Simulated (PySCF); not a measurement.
**One shape, several levels: GaSiH4O2F (SMILES [OH][Ga]([F])[O][SiH3])**

Aim: a comparison of 4 runs (HF/3-21G, HF/def2-SVPD, BP86/3-21G, PBE0/6-31G**) of GaSiH4O2F. 

The calculation is run with PySCF 2.14.0.

## (1) The molecule

GaSiH4O2F has 9 atoms, charge 0, and is taken as a singlet. As SMILES, `[OH][Ga]([F])[O][SiH3]`. Geometry: a GFN2-xTB relaxation, a rough one for these elements and not checked as a minimum. This is one conformer, not always the lowest.

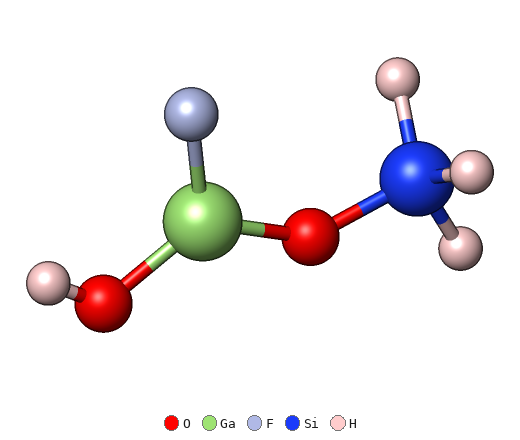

The structure, seen from a chosen angle (oxygen red, gallium green, fluorine light blue, silicon blue, hydrogen pink).

## (2) Energy and gradient at HF/3-21G (run 1)

Input file calc.py:

```python
from pyscf import gto

mol = gto.M(
    atom='''
O     -2.309660     1.472050     0.865310
Ga    -0.704910     0.954530     0.473190
F      0.595950     2.086900     0.802380
O     -0.299500    -0.575800    -0.216230
Si     1.044760    -1.407500    -0.694810
H     -2.367400     2.361430     1.222610
H      1.737670    -0.651170    -1.742510
H      0.383820    -2.621460    -1.172920
H      1.919290    -1.618990     0.462990
''',
    basis='3-21g',
    max_memory=1860,
    verbose=4,
    spin=0,
)

hf = mol.RHF()
hf.conv_tol = 1e-10
hf.kernel()
if not hf.converged:
    hf = hf.newton().run(hf.mo_coeff, hf.mo_occ)

etot = hf.e_tot
print('E(%s) = %.9f' % ('HF', etot))
grad = hf.nuc_grad_method().kernel()
hf.analyze()
```

On the command line:

```console
$ OMP_NUM_THREADS=1 python calc.py
```

Output:

```text
PySCF version 2.14.0

[... 84 lines left out ...]
DFT Exchange-Correlation Energy =     -122.092975980297297
[... 8 lines left out ...]
MO #7   energy= -26.0879425724062  occ= 2
[... 6 lines left out ...]
MO #14  energy= -4.48779749099887  occ= 2
[... 6 lines left out ...]
MO #21  energy= -1.17351683460202  occ= 2
[... 6 lines left out ...]
MO #28  energy= -0.619554698362829 occ= 2
[... 6 lines left out ...]
MO #35  energy= -0.492937597577448 occ= 2
[... 6 lines left out ...]
MO #42  energy= 0.209741745575165  occ= 0
[... 6 lines left out ...]
MO #49  energy= 0.466532767434851  occ= 0
[... 6 lines left out ...]
MO #56  energy= 1.32397743138124   occ= 0
[... 6 lines left out ...]
MO #63  energy= 2.0355988237845    occ= 0
[... 6 lines left out ...]
MO #70  energy= 3.73330168911345   occ= 0
[... 43 lines left out ...]
pop of  3 O 2s            1.62271
pop of  3 O 3s            0.00314
pop of  3 O 2px           1.70542
pop of  3 O 2py           1.66031
pop of  3 O 2pz           1.78121
pop of  3 O 3px           0.00407
pop of  3 O 3py           0.00468
pop of  3 O 3pz           0.00456
pop of  4 Si 1s           1.99999
pop of  4 Si 2s           1.99977
pop of  4 Si 3s           0.99492
pop of  4 Si 4s           0.00484
pop of  4 Si 2px          1.99975
pop of  4 Si 2py          1.99977
pop of  4 Si 2pz          1.99983
pop of  4 Si 3px          0.61700
pop of  4 Si 3py          0.72563
pop of  4 Si 3pz          0.79317
pop of  4 Si 4px          0.01673
pop of  4 Si 4py          0.01295
pop of  4 Si 4pz          0.01824
pop of  5 H 1s            0.69205
pop of  5 H 2s            0.01015
pop of  6 H 1s            1.13639
pop of  6 H 2s            0.00261
pop of  7 H 1s            1.11666
pop of  7 H 2s            0.00148
pop of  8 H 1s            1.13668
pop of  8 H 2s            0.00260
 ** Mulliken atomic charges  **
charge of    0O =     -0.66253
charge of    1Ga =      1.23151
charge of    2F =     -0.50182
charge of    3O =     -0.78594
charge of    4Si =      0.81740
charge of    5H =      0.29779
charge of    6H =     -0.13901
charge of    7H =     -0.11814
charge of    8H =     -0.13928
Dipole moment(X, Y, Z, Debye):  0.71886,  0.36823,  0.06666
```

It took 6.9 s on 1 thread of Intel Xeon at 2.70GHz, shared host; peak memory 0.14 GiB.

## (3) Energy and gradient at HF/def2-SVPD (run 2)

Input file job.py:

```python
from pyscf import gto

system = gto.M(
    atom='''
O       -2.309660       1.472050       0.865310
Ga      -0.704910       0.954530       0.473190
F        0.595950       2.086900       0.802380
O       -0.299500      -0.575800      -0.216230
Si       1.044760      -1.407500      -0.694810
H       -2.367400       2.361430       1.222610
H        1.737670      -0.651170      -1.742510
H        0.383820      -2.621460      -1.172920
H        1.919290      -1.618990       0.462990
''',
    charge=0,
    spin=0,
    verbose=3,
    max_memory=1860,
    basis='def2-svpd',
)

hf = system.RHF()
hf.conv_tol = 1e-10
hf.kernel()
if not hf.converged:
    hf = hf.newton().run(hf.mo_coeff, hf.mo_occ)

e_final = hf.e_tot
print('E(%s) = %.9f' % ('HF', e_final))
grad = hf.nuc_grad_method().kernel()
dip = hf.dip_moment()
pop, q = hf.mulliken_pop()
```

On the command line:

```console
$ OMP_NUM_THREADS=1 python job.py
```

Output:

```text
converged SCF energy = -2463.30034010694
[... 9 lines left out ...]
Dipole moment(X, Y, Z, Debye):  0.00842,  0.04136,  0.00952
[... 134 lines left out ...]
pop of  5 H 2px           0.01339
pop of  5 H 2py           0.03521
pop of  5 H 2pz           0.01885
pop of  5 H 3px          -0.00443
pop of  5 H 3py          -0.01123
pop of  5 H 3pz           0.00584
pop of  6 H 1s            0.75635
pop of  6 H 2s            0.36821
pop of  6 H 2px           0.00256
pop of  6 H 2py           0.00296
pop of  6 H 2pz           0.00540
pop of  6 H 3px           0.00668
pop of  6 H 3py          -0.00548
pop of  6 H 3pz           0.00375
pop of  7 H 1s            0.75765
pop of  7 H 2s            0.32165
pop of  7 H 2px           0.00273
pop of  7 H 2py           0.00642
pop of  7 H 2pz           0.00144
pop of  7 H 3px          -0.00600
pop of  7 H 3py           0.01612
pop of  7 H 3pz           0.00212
pop of  8 H 1s            0.75645
pop of  8 H 2s            0.36931
pop of  8 H 2px           0.00381
pop of  8 H 2py           0.00072
pop of  8 H 2pz           0.00638
pop of  8 H 3px           0.00880
pop of  8 H 3py           0.00184
pop of  8 H 3pz          -0.00569
 ** Mulliken atomic charges  **
charge of    0O =     -1.05338
charge of    1Ga =      2.06969
charge of    2F =     -0.80104
charge of    3O =     -1.05892
charge of    4Si =      0.91989
charge of    5H =      0.30793
charge of    6H =     -0.14042
charge of    7H =     -0.10213
charge of    8H =     -0.14162
```

It took 74 s on 1 thread of Intel Xeon at 2.70GHz, shared host; peak memory 0.79 GiB.

Run 3 isn't shown in full; the table further down has it.

## (4) Energy and forces at PBE0/6-31G(d,p) (spherical functions) (run 4)

Input file job.py:

```python
from pyscf import gto, dft

mol = gto.M(
    atom='''
O     -2.309660     1.472050     0.865310
Ga    -0.704910     0.954530     0.473190
F      0.595950     2.086900     0.802380
O     -0.299500    -0.575800    -0.216230
Si     1.044760    -1.407500    -0.694810
H     -2.367400     2.361430     1.222610
H      1.737670    -0.651170    -1.742510
H      0.383820    -2.621460    -1.172920
H      1.919290    -1.618990     0.462990
''',
    max_memory=1860,
    verbose=4,
    basis='6-31g**',
    spin=0,
)

mf = dft.RKS(mol, xc='pbe0')
mf.conv_tol = 1e-10
mf.grids.level = 5
mf.kernel()
if not mf.converged:
    mf = mf.newton().run(mf.mo_coeff, mf.mo_occ)

e_tot = mf.e_tot
print(f'total energy: {e_tot:.8f} hartree')
grad = mf.nuc_grad_method().kernel()
dip = mf.dip_moment()
pop, q = mf.mulliken_pop()
```

On the command line:

```console
$ OMP_NUM_THREADS=1 python job.py
```

Output:

```text
PySCF version 2.14.0

[... 78 lines left out ...]
converged SCF energy = -2466.22391067392
total energy: -2466.22391067 hartree
[... 12 lines left out ...]
Dipole moment(X, Y, Z, Debye):  0.10539,  0.21073,  0.06594
[... 83 lines left out ...]
pop of  4 Si 3py          0.59507
pop of  4 Si 3pz          0.64621
pop of  4 Si 4px          0.03658
pop of  4 Si 4py          0.07165
pop of  4 Si 4pz          0.09833
pop of  4 Si 3dxy         0.05781
pop of  4 Si 3dyz         0.03754
pop of  4 Si 3dz^2        0.02566
pop of  4 Si 3dxz         0.07452
pop of  4 Si 3dx2-y2      0.04457
pop of  5 H 1s            0.48633
pop of  5 H 2s            0.11955
pop of  5 H 2px           0.00955
pop of  5 H 2py           0.02059
pop of  5 H 2pz           0.01213
pop of  6 H 1s            0.50784
pop of  6 H 2s            0.59638
pop of  6 H 2px           0.00122
pop of  6 H 2py           0.00142
pop of  6 H 2pz           0.00248
pop of  7 H 1s            0.50821
pop of  7 H 2s            0.57908
pop of  7 H 2px           0.00136
pop of  7 H 2py           0.00297
pop of  7 H 2pz           0.00073
pop of  8 H 1s            0.50788
pop of  8 H 2s            0.59672
pop of  8 H 2px           0.00177
pop of  8 H 2py           0.00042
pop of  8 H 2pz           0.00294
 ** Mulliken atomic charges  **
charge of    0O =     -0.61825
charge of    1Ga =      1.01940
charge of    2F =     -0.44755
charge of    3O =     -0.67724
charge of    4Si =      0.68322
charge of    5H =      0.35184
charge of    6H =     -0.10935
charge of    7H =     -0.09235
charge of    8H =     -0.10973
```

Wall time 95 s (1 thread of Intel Xeon at 2.70GHz, shared host); peak memory 1.1 GiB.

## (5) All runs side by side

```csv
run,level,integration grid,energy (Eh),dipole moment (D),HOMO energy (eV),LUMO energy (eV),wall time
1,HF/3-21G,–,-2451.546583,0.81,-12.17,2.43,6.9 s
2,HF/def2-SVPD,–,-2463.300340,0.04,-12.66,0.95,74 s
3,BP86/3-21G,5,-2455.088322,0.77,-6.72,-1.79,38 s
4,PBE0/6-31G** (spherical functions),5,-2466.223911,0.24,-8.83,-1.23,95 s
```

## (6) What came out

| quantity | value |
| --- | --- |
| run 4: total energy | -2466.22391 Eh |
| run 4: dipole moment | 0.24 D |
| run 4: HOMO energy | -8.83 eV |
| run 4: LUMO energy | -1.23 eV |
| run 4: HOMO–LUMO gap | 7.60 eV |
| run 4: largest force on an atom | 1.235 eV/Å |

In words: The dipole moment (its size) runs from 0.04 D (HF/def2-SVPD) to 0.81 D (HF/3-21G). The HOMO–LUMO gap runs from 4.94 eV (BP86/3-21G) to 14.60 eV (HF/3-21G). Exact exchange widens orbital gaps. Totals of different functionals can't be ranked against each other. All runs together took 3.6 min, the longest 95 s.
